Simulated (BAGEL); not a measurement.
# quartet CH6BSi at 3 levels

We compute a comparison of 3 runs (UHF/STO-3G, UHF/6-31G*, UHF/cc-pVDZ) of quartet CH6BSi. 

The results are computed with BAGEL 1.2.2.

### 1 Starting point

CH6BSi: 9 atoms, total charge 0, spin state quartet. As SMILES of the parent species, `C[B][SiH3]`. The shape is that of a PBE0-D4/def2-TZVP optimisation. That shape belongs to the parent species and isn't relaxed for this state.

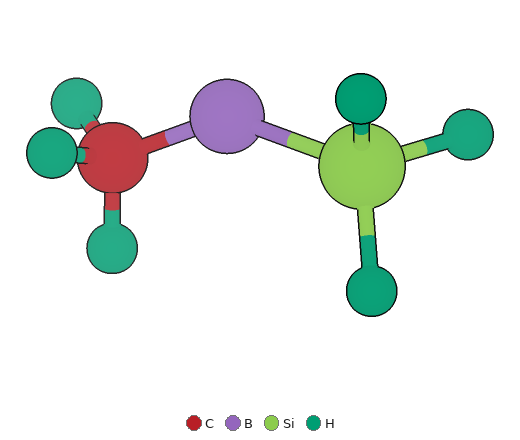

The structure, seen from a chosen angle (carbon red, boron purple, silicon green, hydrogen teal).

### 2 The energy at UHF/STO-3G (density fitting with qzvpp-jkfit) (run 1)

Contents of input.json:

```json
{ "bagel" : [

{
  "title" : "molecule",
  "basis" : "sto-3g",
  "df_basis" : "qzvpp-jkfit",
  "angstrom" : true,
  "geometry" : [
    { "atom" : "C", "xyz" : [      -0.713700,       1.080700,      -1.086300 ] },
    { "atom" : "B", "xyz" : [       0.356600,       0.485400,      -0.168100 ] },
    { "atom" : "Si", "xyz" : [       0.763500,      -1.054100,       1.006500 ] },
    { "atom" : "H", "xyz" : [      -1.311200,       0.342200,      -1.632900 ] },
    { "atom" : "H", "xyz" : [      -0.363800,       1.854200,      -1.774600 ] },
    { "atom" : "H", "xyz" : [      -1.410300,       1.576900,      -0.388300 ] },
    { "atom" : "H", "xyz" : [       2.079200,      -1.612300,       0.585100 ] },
    { "atom" : "H", "xyz" : [      -0.212500,      -2.188100,       1.046100 ] },
    { "atom" : "H", "xyz" : [       0.900700,      -0.531100,       2.395500 ] }
  ]
},

{ "title" : "uhf", "nopen" : 3 },

{ "title" : "print", "file" : "orbitals.molden", "orbitals" : true }

]}
```

Command:

```console
$ BAGEL_NUM_THREADS=1 BAGEL input.json > input.out
```

Log:

```text
* using 1 threads per process

  ===============================================================
  ===============================================================

  *** Geometry ***

  { "atom" : "C", "xyz" : [     -1.348698,      2.042227,     -2.052809 ] },
  { "atom" : "B", "xyz" : [      0.673876,      0.917273,     -0.317663 ] },
  { "atom" : "Si", "xyz" : [      1.442806,     -1.991960,      1.902009 ] },
  { "atom" : "H", "xyz" : [     -2.477809,      0.646664,     -3.085734 ] },
  { "atom" : "H", "xyz" : [     -0.687482,      3.503930,     -3.353508 ] },
  { "atom" : "H", "xyz" : [     -2.665081,      2.979909,     -0.733781 ] },
  { "atom" : "H", "xyz" : [      3.929119,     -3.046805,      1.105679 ] },
  { "atom" : "H", "xyz" : [     -0.401567,     -4.134910,      1.976842 ] },
  { "atom" : "H", "xyz" : [      1.702076,     -1.003634,      4.526839 ] },

  Number of auxiliary basis functions:      386

  Since a DF basis is specified, we compute 2- and 3-index integrals:
    o Being stored without compression. Storage requirement is 0.002 GB

  Number of basis functions:       25
  Number of electrons      :       31

    * METHOD: MOLECULE                             0.08

  *** Open-shell HF ***

  === Nuclear Repulsion ===
    83.1511942010

      * DIIS with orbital gradients will be used.

  === UHF iteration (sto-3g) ===
      0       -350.49674488          0.02531976           0.01
      1       -350.56025193          0.00904865           0.01
      2       -350.57077527          0.00472321           0.01
      3       -350.57519809          0.00261821           0.01
      4       -350.57668294          0.00172232           0.01
      5       -350.57789462          0.00057907           0.01
      6       -350.57803924          0.00010244           0.01
      7       -350.57804694          0.00003476           0.01
      8       -350.57804899          0.00001658           0.01
      9       -350.57804938          0.00000695           0.01
     10       -350.57804955          0.00000236           0.01
     11       -350.57804957          0.00000068           0.01
     12       -350.57804957          0.00000029           0.01
     13       -350.57804957          0.00000012           0.01
     14       -350.57804957          0.00000007           0.01
     15       -350.57804957          0.00000003           0.01
     16       -350.57804957          0.00000002           0.01
     17       -350.57804957          0.00000001           0.01
    * SCF iteration converged.

    * S^2 (UHF) is 3.7583

    * Permanent dipole moment:
           (   -0.251292,     0.887190,    -0.702995) a.u.

    * METHOD: UHF                                  0.25

    * METHOD: PRINT                                0.00

  ===============================================================
```

It took 0.5 s on 1 thread of AMD EPYC 9B14 (Zen 4), shared host.

### 3 The energy at UHF/6-31G(d) (density fitting with qzvpp-jkfit, spherical functions) (run 2)

Contents of hf.json:

```json
{ "bagel": [

{
  "title": "molecule",
  "basis": "6-31gs.json",
  "df_basis": "qzvpp-jkfit",
  "angstrom": true,
  "geometry": [
    { "atom": "C", "xyz": [   -0.713700,    1.080700,   -1.086300 ] },
    { "atom": "B", "xyz": [    0.356600,    0.485400,   -0.168100 ] },
    { "atom": "Si", "xyz": [    0.763500,   -1.054100,    1.006500 ] },
    { "atom": "H", "xyz": [   -1.311200,    0.342200,   -1.632900 ] },
    { "atom": "H", "xyz": [   -0.363800,    1.854200,   -1.774600 ] },
    { "atom": "H", "xyz": [   -1.410300,    1.576900,   -0.388300 ] },
    { "atom": "H", "xyz": [    2.079200,   -1.612300,    0.585100 ] },
    { "atom": "H", "xyz": [   -0.212500,   -2.188100,    1.046100 ] },
    { "atom": "H", "xyz": [    0.900700,   -0.531100,    2.395500 ] }
  ]
},
{ "title": "uhf", "nopen": 3 },
{ "title": "print", "file": "orbitals.molden", "orbitals": true }

]}
```

The basis set 6-31G* is read from a file made from the Basis Set Exchange's data (not shown).

Command:

```console
$ BAGEL_NUM_THREADS=1 BAGEL hf.json > hf.out
```

Log:

```text
* using 1 threads per process

  ===============================================================
  ===============================================================

  *** Geometry ***

  { "atom" : "C", "xyz" : [     -1.348698,      2.042227,     -2.052809 ] },
  { "atom" : "B", "xyz" : [      0.673876,      0.917273,     -0.317663 ] },
  { "atom" : "Si", "xyz" : [      1.442806,     -1.991960,      1.902009 ] },
  { "atom" : "H", "xyz" : [     -2.477809,      0.646664,     -3.085734 ] },
  { "atom" : "H", "xyz" : [     -0.687482,      3.503930,     -3.353508 ] },
  { "atom" : "H", "xyz" : [     -2.665081,      2.979909,     -0.733781 ] },
  { "atom" : "H", "xyz" : [      3.929119,     -3.046805,      1.105679 ] },
  { "atom" : "H", "xyz" : [     -0.401567,     -4.134910,      1.976842 ] },
  { "atom" : "H", "xyz" : [      1.702076,     -1.003634,      4.526839 ] },

  Number of auxiliary basis functions:      386

  Since a DF basis is specified, we compute 2- and 3-index integrals:
    o Being stored without compression. Storage requirement is 0.010 GB

  Number of basis functions:       58
  Number of electrons      :       31

    * METHOD: MOLECULE                             0.11

  *** Open-shell HF ***

  === Nuclear Repulsion ===
    83.1511942010

      * DIIS with orbital gradients will be used.

  === UHF iteration (6-31gs.json) ===
      0       -354.59748231          0.03077599           0.04
      1       -354.69266090          0.01233803           0.04
      2       -354.71392677          0.00732475           0.04
      3       -354.72001221          0.00369979           0.04
      4       -354.72549875          0.00190976           0.04
      5       -354.72717931          0.00107428           0.04
      6       -354.72790180          0.00035924           0.04
      7       -354.72797167          0.00014985           0.04
      8       -354.72798886          0.00005660           0.04
      9       -354.72799099          0.00002165           0.04
     10       -354.72799145          0.00000912           0.04
     11       -354.72799160          0.00000374           0.03
     12       -354.72799163          0.00000155           0.04
     13       -354.72799163          0.00000052           0.04
     14       -354.72799163          0.00000019           0.03
     15       -354.72799163          0.00000006           0.04
     16       -354.72799163          0.00000004           0.04
     17       -354.72799163          0.00000002           0.04
     18       -354.72799163          0.00000001           0.04
     19       -354.72799163          0.00000000           0.04
    * SCF iteration converged.

    * S^2 (UHF) is 3.7615

    * Permanent dipole moment:
           (    0.077546,     0.551945,    -0.341929) a.u.

    * METHOD: UHF                                  0.82

    * METHOD: PRINT                                0.01

  ===============================================================
```

Wall time 1.1 s (1 thread of AMD EPYC 9B14 (Zen 4), shared host).

### 4 The energy at UHF/cc-pVDZ (density fitting with qzvpp-jkfit) (run 3)

Contents of input.json:

```json
{ "bagel": [

{
  "title": "molecule",
  "basis": "cc-pvdz.json",
  "df_basis": "qzvpp-jkfit",
  "angstrom": "true",
  "geometry": [
    { "atom": "C", "xyz": [   -0.713700,    1.080700,   -1.086300 ] },
    { "atom": "B", "xyz": [    0.356600,    0.485400,   -0.168100 ] },
    { "atom": "Si", "xyz": [    0.763500,   -1.054100,    1.006500 ] },
    { "atom": "H", "xyz": [   -1.311200,    0.342200,   -1.632900 ] },
    { "atom": "H", "xyz": [   -0.363800,    1.854200,   -1.774600 ] },
    { "atom": "H", "xyz": [   -1.410300,    1.576900,   -0.388300 ] },
    { "atom": "H", "xyz": [    2.079200,   -1.612300,    0.585100 ] },
    { "atom": "H", "xyz": [   -0.212500,   -2.188100,    1.046100 ] },
    { "atom": "H", "xyz": [    0.900700,   -0.531100,    2.395500 ] }
  ]
},
{ "title": "uhf", "nopen": 3 },
{ "title": "print", "file": "orbitals.molden", "orbitals": "true" }

]}
```

The basis set cc-pVDZ is read from a file made from the Basis Set Exchange's data (not shown).

Command:

```console
$ BAGEL_NUM_THREADS=1 BAGEL input.json > input.out
```

Log:

```text
* using 1 threads per process

  ===============================================================
  ===============================================================

  *** Geometry ***

  { "atom" : "C", "xyz" : [     -1.348698,      2.042227,     -2.052809 ] },
  { "atom" : "B", "xyz" : [      0.673876,      0.917273,     -0.317663 ] },
  { "atom" : "Si", "xyz" : [      1.442806,     -1.991960,      1.902009 ] },
  { "atom" : "H", "xyz" : [     -2.477809,      0.646664,     -3.085734 ] },
  { "atom" : "H", "xyz" : [     -0.687482,      3.503930,     -3.353508 ] },
  { "atom" : "H", "xyz" : [     -2.665081,      2.979909,     -0.733781 ] },
  { "atom" : "H", "xyz" : [      3.929119,     -3.046805,      1.105679 ] },
  { "atom" : "H", "xyz" : [     -0.401567,     -4.134910,      1.976842 ] },
  { "atom" : "H", "xyz" : [      1.702076,     -1.003634,      4.526839 ] },

  Number of auxiliary basis functions:      386

  Since a DF basis is specified, we compute 2- and 3-index integrals:
    o Being stored without compression. Storage requirement is 0.018 GB

  Number of basis functions:       76
  Number of electrons      :       31

    * METHOD: MOLECULE                             0.12

  *** Open-shell HF ***

  === Nuclear Repulsion ===
    83.1511942010

      * DIIS with orbital gradients will be used.

  === UHF iteration (cc-pvdz.json) ===
      0       -354.60994569          0.02446687           0.06
      1       -354.72045504          0.00952464           0.05
      2       -354.74196163          0.00575249           0.05
      3       -354.74779140          0.00287577           0.05
      4       -354.75321203          0.00150958           0.05
      5       -354.75505349          0.00081725           0.05
      6       -354.75574855          0.00028717           0.05
      7       -354.75581438          0.00013080           0.05
      8       -354.75583333          0.00004832           0.06
      9       -354.75583571          0.00001571           0.06
     10       -354.75583606          0.00000616           0.05
     11       -354.75583617          0.00000288           0.05
     12       -354.75583619          0.00000160           0.06
     13       -354.75583620          0.00000065           0.06
     14       -354.75583620          0.00000029           0.05
     15       -354.75583620          0.00000014           0.05
     16       -354.75583620          0.00000007           0.05
     17       -354.75583620          0.00000003           0.05
     18       -354.75583620          0.00000001           0.05
     19       -354.75583620          0.00000001           0.05
    * SCF iteration converged.

    * S^2 (UHF) is 3.7624

    * Permanent dipole moment:
           (    0.118398,     0.491569,    -0.294073) a.u.

    * METHOD: UHF                                  1.17

    * METHOD: PRINT                                0.02

  ===============================================================
```

Run time: 1.5 s. Hardware: 1 thread of AMD EPYC 9B14 (Zen 4), shared host.

### 5 Overview of the runs

```
run                                                               level  energy (Eh)  dipole moment (D)   ⟨S²⟩  wall time
  1                       UHF/STO-3G (density fitting with qzvpp-jkfit)  -350.578050               2.95  3.758      0.5 s
  2  UHF/6-31G* (density fitting with qzvpp-jkfit, spherical functions)  -354.727992               1.66  3.761      1.1 s
  3                      UHF/cc-pVDZ (density fitting with qzvpp-jkfit)  -354.755836               1.49  3.762      1.5 s
```

### 6 What came out

| quantity | value |
| --- | --- |
| run 3: total energy | -354.75584 Eh |
| run 3: dipole moment | 1.49 D |
| run 3: ⟨S²⟩ | 3.762 |

**Reading.** The dipole moment (its size) runs from 1.49 D (UHF/cc-pVDZ) to 2.95 D (UHF/STO-3G). In run 1 the basis is minimal, so the values are rough. All runs together took 3.1 s, the longest 1.5 s.
